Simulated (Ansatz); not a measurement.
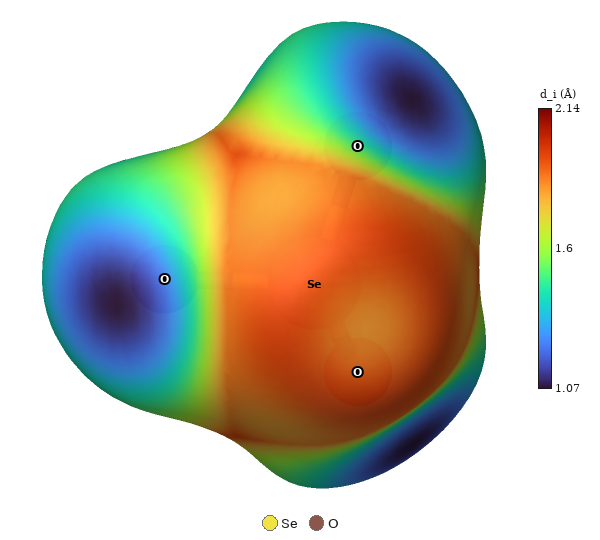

Hirshfeld surface computed for one SeO3 unit (covalently bonded non-metal atoms) in Rb2CdSe2O6 in space group R-3m, coloured by d_i.

The surface is where the fragment's share of the procrystal density (the sum of the densities of spherically averaged neutral Hartree-Fock atoms) equals one half. d_i and d_e are the distances from the surface to the nearest nucleus inside and outside. From Rb on the atoms have core potentials, so only their outer electrons count.

Source of the atomic positions: the geometry relaxed with DFT, PBE, plane waves, PAW (Ansatz 0.2.0).

```
Rb Cd Se O
1.0
     5.84604    0.00000    0.00000
    -2.92302    5.06282    0.00000
     0.00000    0.00000   20.16698
Rb Cd Se O
6 3 6 18
Direct
  0.00000 0.00000 0.80198
  0.33333 0.66667 0.86469
  0.66667 0.33333 0.13531
  0.00000 0.00000 0.19802
  0.33333 0.66667 0.46865
  0.66667 0.33333 0.53135
  0.00000 0.00000 0.00000
  0.66667 0.33333 0.33333
  0.33333 0.66667 0.66667
  0.66667 0.33333 0.96000
  0.66667 0.33333 0.70667
  0.33333 0.66667 0.29333
  0.33333 0.66667 0.04000
  0.00000 0.00000 0.62667
  0.00000 0.00000 0.37333
  0.82123 0.17877 0.92405
  0.82123 0.64246 0.92405
  0.35754 0.17877 0.92405
  0.51210 0.48790 0.74261
  0.97580 0.48790 0.74261
  0.51210 0.02420 0.74261
  0.48790 0.51210 0.25739
  0.48790 0.97580 0.25739
  0.02420 0.51210 0.25739
  0.17877 0.82123 0.07595
  0.64246 0.82123 0.07595
  0.17877 0.35754 0.07595
  0.15457 0.84543 0.59072
  0.15457 0.30913 0.59072
  0.69087 0.84543 0.59072
  0.84543 0.15457 0.40928
  0.30913 0.15457 0.40928
  0.84543 0.69087 0.40928
```

> What is the shortest distance from the fragment to an atom outside it?

O–Cd, 2.37 Å.

> How is the surface shared among contacts (nearest atom inside ··· nearest atom outside)?

O···Rb 39 %, O···Cd 23 %, O···O 15 %, Se···O 9.0 %, O···Se 4.8 %, Se···Rb 4.6 %, Se···Se 3.4 %, Se···Cd 0.5 %. The surface faces 16 neighbours with more than 2 % of its area each: 7 Rb + 3 Cd + 3 Se + 3 O.

> Give the size and shape of the surface.

It encloses about 52 Å³, has an area of about 72 Å² and a globularity of 0.93 (1 for a sphere).
